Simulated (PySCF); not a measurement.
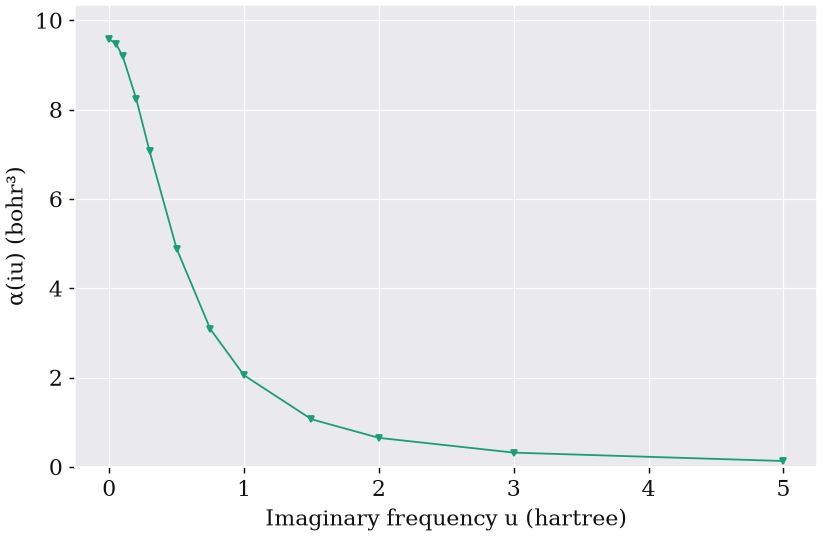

Dipole polarisability at imaginary frequency of P²⁺ ([Ne] 3s² 3p). Coupled response at the HF level; PySCF, dyall-av2z, non-relativistic, unrestricted single determinants, no spin-orbit coupling.

Describe the response.

The static dipole polarisability is 9.58 bohr³; α(iu) falls to half of it near u = 0.51 hartree. The Casimir–Polder integral gives C₆ = 35.3 hartree bohr⁶ for two such species.
